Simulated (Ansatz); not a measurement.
# CHFO (formyl fluoride): a chain of runs

We compute a series of 34 runs (HF/STO-3G, UHF/STO-3G, HF/3-21G, UHF/3-21G, HF/6-31G*, UHF/6-31G*, B3LYP/6-31G*, UB3LYP/6-31G*, and more) of CHFO. 

The calculation is run with Ansatz 0.2.0.

## (1) The molecule

CHFO has 4 atoms, charge 0, and is taken as a singlet. SMILES: `O=CF`. Geometry: relaxed at PBE0-D4/def2-TZVP. The run starts from this shape.

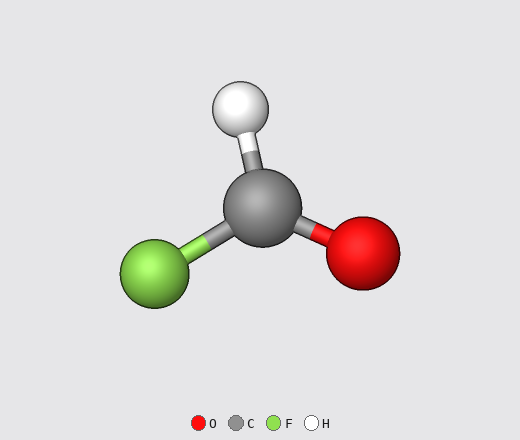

Viewed from a chosen angle; oxygen red, carbon grey, fluorine green, hydrogen white.

## (2) A geometry optimisation at HF/STO-3G (run 1)

molecule.yaml reads:

```yaml
crystal:
  periodic: [false, false, false]
  atoms:
    - {symbol: O, position_ang: [-0.889340, 0.201180, 0.827740]}
    - {symbol: C, position_ang: [-0.046400, 0.067520, 0.021620]}
    - {symbol: F, position_ang: [0.585200, -1.091810, -0.181820]}
    - {symbol: H, position_ang: [0.350540, 0.823120, -0.667550]}
basis:
  gaussian: {orbitals: STO-3G}
hamiltonian: {xc: hf}
relax: {f_tol: 0.002}
output: {orbitals: {seedname: orbitals}}
```

Started as:

```
$ ansatz run molecule.yaml --threads 1 --pin off --max-ram 3480MiB --events-out events.jsonl --progress --plain --runs-dir runs
```

Log (excerpt; [...] marks lines left out):

```text
Warning: RAYON_NUM_THREADS=1 ignored (pool sized by the plan → 1); use --threads N
[...]
Functional definition: HF
  name "HF"
[...]
240 factors; integrals over basis functions are off by at most 5.1e-6 eV
[...]
mean field -5709.68742337 eV, -209.8271426439 hartree, gradient 8.6e-5 eV, S^2 0.000000; 0 other end points of the search recorded, 0 dependent functions left out
[...]
reference -5709.68742337 eV, -209.8271426439 hartree; 12, 12 occupied and 4, 4 virtual orbitals, 240 factors
relax step   1: F+E_penalty+E_count = -5709.68742337 eV  Δ(F+E_penalty+E_count) = +0.000e0 eV  max|allowed force component| = 3.208e0 eV/Å  Δτ_max = 0.0000 Å  (25 SCF iters, accepted)
[...]
relax step   5: F+E_penalty+E_count = -5709.78660705 eV  Δ(F+E_penalty+E_count) = -1.625e-4 eV  max|allowed force component| = 4.197e-2 eV/Å  Δτ_max = 0.0026 Å  (29 SCF iters, accepted)
[...]
relax step   6: F+E_penalty+E_count = -5709.78669994 eV  Δ(F+E_penalty+E_count) = -9.289e-5 eV  max|allowed force component| = 1.496e-3 eV/Å  Δτ_max = 0.0024 Å  (29 SCF iters, accepted)
240 factors; integrals over basis functions are off by at most 4.9e-6 eV
[...]
mean field -5709.78669994 eV, -209.8307909904 hartree, gradient 1.4e-5 eV, S^2 0.000000; 1 other end points of the search recorded, 0 dependent functions left out
[...]
reference -5709.78669994 eV, -209.8307909904 hartree; 12, 12 occupied and 4, 4 virtual orbitals, 240 factors
Total energy: -5709.78669994 eV, -209.8307909904 hartree
Atom 0 at    -0.902878     0.207542     0.839115 Å, force    -0.000192    -0.001496     0.000582 eV/Å
Atom 1 at    -0.033207     0.063075     0.009872 Å, force     0.001243     0.000916    -0.001112 eV/Å
Atom 2 at     0.591123    -1.120366    -0.177056 Å, force    -0.001287     0.000648     0.000922 eV/Å
Atom 3 at     0.344961     0.849758    -0.671941 Å, force     0.000236    -0.000069    -0.000392 eV/Å
Dipole moment:     0.172012     0.138697    -0.227277 e Å
```

Wall time 1.7 s (1 thread of Arm Neoverse V2, shared host); peak memory 0.099 GiB.

Steps, from the record of the run:

| step | energy from the first frame kept (eV) | largest force (eV/Å) |
| --- | --- | --- |
| 1 | 0.0000 | 4.4514 |
| 2 | -0.0958 | 0.3628 |
| 3 | -0.0989 | 0.0732 |
| 4 | -0.0990 | 0.1810 |
| 5 | -0.0992 | 0.0586 |
| 6 | -0.0993 | 0.0019 |

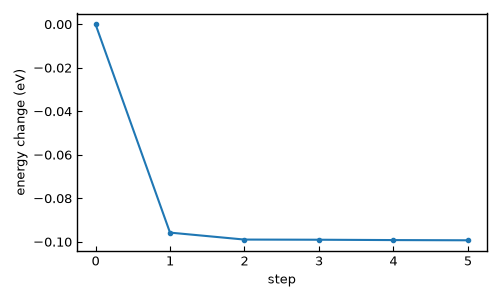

Energy along the run.

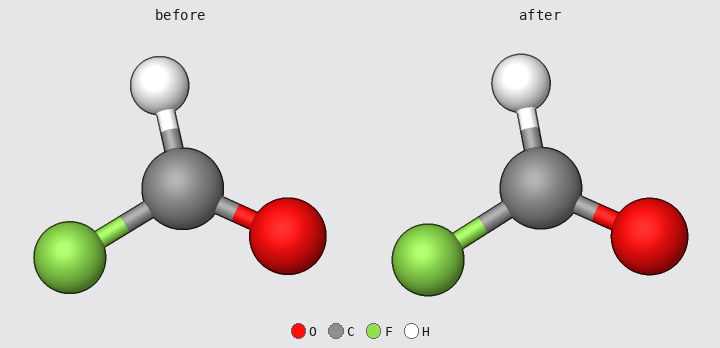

Before and after, at one scale.

After the run. Bond lengths: O1–C2 1.210 Å, C2–F3 1.351 Å, C2–H4 1.108 Å. Angles: O1–C2–F3 122.1°, O1–C2–H4 125.6°, F3–C2–H4 112.3°.

## (3) The harmonic vibrations at HF/STO-3G (run 2)

run.yaml reads:

```yaml
crystal:
  periodic: [false, false, false]
  atoms:
    - {symbol: O, position_ang: [-0.902878, 0.207542, 0.839115]}
    - {symbol: C, position_ang: [-0.033207, 0.063075, 0.009872]}
    - {symbol: F, position_ang: [0.591123, -1.120366, -0.177056]}
    - {symbol: H, position_ang: [0.344961, 0.849758, -0.671941]}
basis:
  gaussian:
    orbitals: STO-3G
hamiltonian:
  xc: hf
phonons:
  temperatures: {t_min: 298.15, t_max: 298.15, t_step: 1}
```

Started as:

```
$ ansatz run run.yaml --threads 1 --pin off --max-ram 3480MiB --events-out events.jsonl --progress --plain --runs-dir runs
```

Log (excerpt; [...] marks lines left out):

```text
Warning: RAYON_NUM_THREADS=1 ignored (pool sized by the plan → 1); use --threads N
[... 2 set-up lines as earlier in the session ...]
[...]
239 factors; integrals over basis functions are off by at most 4.8e-6 eV
[...]
mean field -5709.78669774 eV, -209.8307909094 hartree, gradient 1.5e-5 eV, S^2 0.000000; 0 other end points of the search recorded, 0 dependent functions left out
[...]
reference -5709.78669774 eV, -209.8307909094 hartree; 12, 12 occupied and 4, 4 virtual orbitals, 239 factors
[...]
239 factors; integrals over basis functions are off by at most 4.8e-6 eV
[...]
mean field -5709.78651336 eV, -209.8307841339 hartree, gradient 1.5e-6 eV, S^2 0.000000; 0 other end points of the search recorded, 0 dependent functions left out
[...]
reference -5709.78651336 eV, -209.8307841339 hartree; 12, 12 occupied and 4, 4 virtual orbitals, 239 factors
[...]
239 factors; integrals over basis functions are off by at most 4.8e-6 eV
[...]
reference -5709.78663802 eV, -209.8307887149 hartree; 12, 12 occupied and 4, 4 virtual orbitals, 239 factors
[...]
239 factors; integrals over basis functions are off by at most 4.8e-6 eV
mean field -5709.78664008 eV, -209.8307887907 hartree, gradient 1.5e-6 eV, S^2 0.000000; 0 other end points of the search recorded, 0 dependent functions left out
[...]
reference -5709.78664008 eV, -209.8307887907 hartree; 12, 12 occupied and 4, 4 virtual orbitals, 239 factors
Total energy: -5709.78669774 eV, -209.8307909094 hartree
Atom 0 at    -0.902878     0.207542     0.839115 Å, force    -0.000172    -0.001499     0.000558 eV/Å
Atom 1 at    -0.033207     0.063075     0.009872 Å, force     0.001213     0.000939    -0.001074 eV/Å
Atom 2 at     0.591123    -1.120366    -0.177056 Å, force    -0.001275     0.000625     0.000915 eV/Å
Atom 3 at     0.344961     0.849758    -0.671941 Å, force     0.000234    -0.000065    -0.000398 eV/Å
Dipole moment:     0.172013     0.138697    -0.227277 e Å
Vibrations: 682.61 1059.52 1320.29 1590.44 2125.39 3555.86 cm⁻¹, zero-point energy 0.640633 eV
```

Run time: 1.9 s. Hardware: 1 thread of Arm Neoverse V2, shared host.

Runs 3 to 25 aren't shown in full; the table further down has their settings and results.

## (4) Vibrational wavenumbers at B2PLYP/cc-pVTZ (run 26)

input.yaml reads:

```yaml
crystal:
  periodic: [false, false, false]
  atoms:
    - {symbol: O, position_ang: [-0.893618, 0.205094, 0.830608]}
    - {symbol: C, position_ang: [-0.046484, 0.070698, 0.020502]}
    - {symbol: F, position_ang: [0.590354, -1.096203, -0.185396]}
    - {symbol: H, position_ang: [0.349748, 0.820420, -0.665724]}
basis:
  gaussian:
    orbitals: cc-pVTZ
hamiltonian:
  xc: {name: B2PLYP}
phonons:
  temperatures: {t_min: 298.15, t_max: 298.15, t_step: 1}
```

Started as:

```
$ ansatz run input.yaml --threads 1 --pin off --max-ram 3480MiB --events-out events.jsonl --progress --plain --runs-dir runs
```

Log (excerpt; [...] marks lines left out):

```text
Warning: RAYON_NUM_THREADS=1 ignored (pool sized by the plan → 1); use --threads N
Functional definition: B2PLYP
  name "B2PLYP"
[...]
742 factors; integrals over basis functions are off by at most 2.9e-4 eV
[...]
mean field -5810.05371457 eV, -213.5155358147 hartree, gradient 4.6e-6 eV, S^2 0.000000; 0 other end points of the search recorded, 0 dependent functions left out
3 core orbitals not correlated: weight in the atoms' cores, before any rotation towards them, 1.000 or more for the frozen orbitals, at most 0.000 for the correlated occupied ones
reference -5810.05380244 eV, -213.5155390438 hartree; 9, 9 occupied and 92, 92 virtual orbitals, 742 factors
second order -20.96557971 eV of doubles, -0.00000000 eV of singles
[...]
742 factors; integrals over basis functions are off by at most 2.9e-4 eV
[...]
mean field -5810.05349409 eV, -213.5155277122 hartree, gradient 1.3e-6 eV, S^2 0.000000; 0 other end points of the search recorded, 0 dependent functions left out
3 core orbitals not correlated: weight in the atoms' cores, before any rotation towards them, 1.000 or more for the frozen orbitals, at most 0.000 for the correlated occupied ones
reference -5810.05358199 eV, -213.5155309422 hartree; 9, 9 occupied and 92, 92 virtual orbitals, 742 factors
second order -20.96626040 eV of doubles, -0.00000000 eV of singles
[...]
Total energy: -5815.71450896 eV, -213.7235661715 hartree
Atom 0 at    -0.893618     0.205094     0.830608 Å, force    -0.000476     0.000832     0.000169 eV/Å
Atom 1 at    -0.046484     0.070698     0.020502 Å, force    -0.000789    -0.000921     0.001150 eV/Å
Atom 2 at     0.590354    -1.096203    -0.185396 Å, force     0.000709     0.000808    -0.001026 eV/Å
Atom 3 at     0.349748     0.820420    -0.665724 Å, force     0.000556    -0.000718    -0.000293 eV/Å
Dipole moment:     0.213388     0.219504    -0.299879 e Å
Vibrations: 667.08 1041.17 1082.36 1381.33 1873.43 3122.52 cm⁻¹, zero-point energy 0.568337 eV
```

Run time: 66 s. Hardware: 1 thread of Arm Neoverse V2, shared host; peak memory 0.21 GiB.

Runs 27 to 33 aren't shown in full; the table further down has their settings and results.

## (5) Vibrational wavenumbers at HF/cc-pVTZ (run 34)

run.yaml reads:

```yaml
crystal:
  periodic: [false, false, false]
  atoms:
    - {symbol: O, position_ang: [-0.873769, 0.198244, 0.813008]}
    - {symbol: C, position_ang: [-0.042146, 0.061954, 0.019397]}
    - {symbol: F, position_ang: [0.573348, -1.074797, -0.176182]}
    - {symbol: H, position_ang: [0.342567, 0.814610, -0.656233]}
basis:
  gaussian:
    orbitals: cc-pVTZ
hamiltonian:
  xc: hf
phonons:
  temperatures: {t_min: 298.15, t_max: 298.15, t_step: 1}
```

Started as:

```
$ ansatz run run.yaml --threads 1 --pin off --max-ram 3480MiB --events-out events.jsonl --progress --plain --runs-dir runs
```

Log (excerpt; [...] marks lines left out):

```text
Warning: RAYON_NUM_THREADS=1 ignored (pool sized by the plan → 1); use --threads N
[... 2 set-up lines as earlier in the session ...]
[...]
678 factors; their error is unknown
[...]
mean field -5791.51422074 eV, -212.8342219828 hartree, gradient 9.7e-6 eV, S^2 0.000000; 0 other end points of the search recorded, 0 dependent functions left out
[...]
reference -5791.51422074 eV, -212.8342219828 hartree; 12, 12 occupied and 92, 92 virtual orbitals, 678 factors
[...]
678 factors; their error is unknown
mean field -5791.51387009 eV, -212.8342090966 hartree, gradient 1.5e-6 eV, S^2 0.000000; 0 other end points of the search recorded, 0 dependent functions left out
[...]
reference -5791.51387009 eV, -212.8342090966 hartree; 12, 12 occupied and 92, 92 virtual orbitals, 678 factors
[...]
678 factors; their error is unknown
[...]
reference -5791.51418043 eV, -212.8342205015 hartree; 12, 12 occupied and 92, 92 virtual orbitals, 678 factors
[...]
678 factors; their error is unknown
mean field -5791.51417998 eV, -212.8342204850 hartree, gradient 1.5e-6 eV, S^2 0.000000; 0 other end points of the search recorded, 0 dependent functions left out
[...]
reference -5791.51417998 eV, -212.8342204850 hartree; 12, 12 occupied and 92, 92 virtual orbitals, 678 factors
Total energy: -5791.51422074 eV, -212.8342219828 hartree
Atom 0 at    -0.873769     0.198244     0.813008 Å, force    -0.000067     0.000003     0.000067 eV/Å
Atom 1 at    -0.042146     0.061954     0.019397 Å, force     0.000168     0.000133    -0.000221 eV/Å
Atom 2 at     0.573348    -1.074797    -0.176182 Å, force    -0.000016    -0.000000     0.000016 eV/Å
Atom 3 at     0.342567     0.814610    -0.656233 Å, force    -0.000085    -0.000136     0.000138 eV/Å
Dipole moment:     0.263906     0.225004    -0.353298 e Å
Vibrations: 747.27 1175.94 1234.76 1512.49 2067.67 3276.91 cm⁻¹, zero-point energy 0.620854 eV
```

Run time: 7.8 s. Hardware: 1 thread of Arm Neoverse V2, shared host; peak memory 0.14 GiB.

## (6) All runs side by side

| run | level | task | walk f tol | partner | energy (Eh) | dipole moment (D) | wall time |
| --- | --- | --- | --- | --- | --- | --- | --- |
| 1 | HF/STO-3G | optimise | 0.002 | base | -209.830791 | 1.52 | 1.7 s |
| 2 | HF/STO-3G | frequencies | – | base | -209.830791 | 1.52 | 1.9 s |
| 3 | UHF/STO-3G | energy | – | cation | -209.534597 | – | 0.08 s |
| 4 | UHF/STO-3G | optimise | – | cation | -209.555815 | – | 2.1 s |
| 5 | HF/3-21G | optimise | 0.002 | base | -211.570413 | 2.50 | 1.4 s |
| 6 | HF/3-21G | frequencies | – | base | -211.570412 | 2.50 | 1.4 s |
| 7 | UHF/3-21G | energy | – | cation | -211.160717 | – | 0.12 s |
| 8 | UHF/3-21G | optimise | – | cation | -211.175590 | – | 1.9 s |
| 9 | HF/6-31G* (Cartesian functions) | optimise | 0.002 | base | -212.747839 | 2.39 | 3.3 s |
| 10 | HF/6-31G* (Cartesian functions) | frequencies | – | base | -212.747839 | 2.39 | 3.6 s |
| 11 | UHF/6-31G* (Cartesian functions) | energy | – | cation | -212.341149 | – | 0.22 s |
| 12 | UHF/6-31G* (Cartesian functions) | optimise | – | cation | -212.358521 | – | 3.6 s |
| 13 | B3LYP/6-31G* (Cartesian functions) | optimise | 0.002 | base | -213.762871 | 1.99 | 5.4 s |
| 14 | B3LYP/6-31G* (Cartesian functions) | frequencies | – | base | -213.762871 | 1.99 | 8.1 s |
| 15 | UB3LYP/6-31G* (Cartesian functions) | energy | – | cation | -213.308838 | – | 1.1 s |
| 16 | UB3LYP/6-31G* (Cartesian functions) | optimise | – | cation | -213.320403 | – | 8.4 s |
| 17 | PBE/def2-SVP | optimise | 0.002 | base | -213.391958 | 1.84 | 5.4 s |
| 18 | PBE/def2-SVP | frequencies | – | base | -213.391958 | 1.84 | 6.3 s |
| 19 | UPBE/def2-SVP | energy | – | cation | -212.939288 | – | 1.8 s |
| 20 | UPBE/def2-SVP | optimise | – | cation | -212.949894 | – | 8.1 s |
| 21 | MP2/6-31G* (Cartesian functions) | optimise | 0.002 | base | -213.219527 | 2.03 | 3.6 s |
| 22 | MP2/6-31G* (Cartesian functions) | frequencies | – | base | -213.219527 | 2.03 | 5.7 s |
| 23 | UMP2/6-31G* (Cartesian functions) | energy | – | cation | -212.758114 | – | 0.36 s |
| 24 | UMP2/6-31G* (Cartesian functions) | optimise | – | cation | -212.772261 | – | 5.7 s |
| 25 | B2PLYP/cc-pVTZ | optimise | 0.002 | base | -213.723566 | 2.06 | 25 s |
| 26 | B2PLYP/cc-pVTZ | frequencies | – | base | -213.723566 | 2.06 | 66 s |
| 27 | CCSD(T)/cc-pVDZ | optimise | 0.002 | base | -213.283661 | 1.93 | 42 s |
| 28 | CCSD(T)/cc-pVDZ | frequencies | – | base | -213.283661 | 1.93 | 75 s |
| 29 | UCCSD(T)/cc-pVDZ | energy | – | cation | -212.838147 | – | 3.6 s |
| 30 | UCCSD(T)/cc-pVDZ | optimise | – | cation | -212.850826 | – | 2.1 min |
| 31 | MP2/aug-cc-pVDZ | optimise | 0.002 | base | -213.309625 | 2.11 | 9 s |
| 32 | MP2/aug-cc-pVDZ | frequencies | – | base | -213.309625 | 2.11 | 27 s |
| 33 | HF/cc-pVTZ | optimise | 0.002 | base | -212.834222 | 2.38 | 5.4 s |
| 34 | HF/cc-pVTZ | frequencies | – | base | -212.834222 | 2.38 | 7.8 s |

## (7) Results

```
                                                                             quantity          value
                                                     run 34, HF/cc-pVTZ: total energy  -212.83422 Eh
                                                    run 34, HF/cc-pVTZ: dipole moment         2.38 D
                                         run 34, HF/cc-pVTZ: largest force on an atom     0.000 eV/Å
                                       run 34, HF/cc-pVTZ: lowest harmonic wavenumber       747 cm⁻¹
                                      run 34, HF/cc-pVTZ: highest harmonic wavenumber      3277 cm⁻¹
                                                run 34, HF/cc-pVTZ: zero-point energy    59.9 kJ/mol
                        vertical ionisation energy (to the doublet cation), HF/STO-3G       8.060 eV
                     vertical ionisation energy (to the doublet cation), B3LYP/6-31G*      12.355 eV
                     vertical ionisation energy (to the doublet cation), PBE/def2-SVP      12.318 eV
                       vertical ionisation energy (to the doublet cation), MP2/6-31G*      12.556 eV
    adiabatic ionisation energy (to the doublet cation, no zero-point term), HF/3-21G      10.744 eV
   adiabatic ionisation energy (to the doublet cation, no zero-point term), HF/6-31G*      10.594 eV
adiabatic ionisation energy (to the doublet cation, no zero-point term), B3LYP/6-31G*      12.040 eV
adiabatic ionisation energy (to the doublet cation, no zero-point term), PBE/def2-SVP      12.029 eV
```

What this shows: At HF/STO-3G: removing an electron at fixed nuclei costs 8.06 eV (186 kcal/mol). In a minimal basis such a difference can be off by several eV, whatever the method. At B3LYP/6-31G*: the vertical ionisation energy comes to 12.35 eV (285 kcal/mol). At PBE/def2-SVP: the vertical ionisation energy comes to 12.32 eV (284 kcal/mol). At MP2/6-31G*: the vertical ionisation energy comes to 12.56 eV (1211 kJ/mol). At HF/3-21G: the adiabatic ionisation energy (to the doublet cation, no zero-point term) is 10.74 eV (248 kcal/mol). Totals of different functionals can't be ranked against each other. In runs 1, 2, 3, 4 the basis is minimal, so the values are rough. All runs together took 7.9 min, the longest 2.1 min.
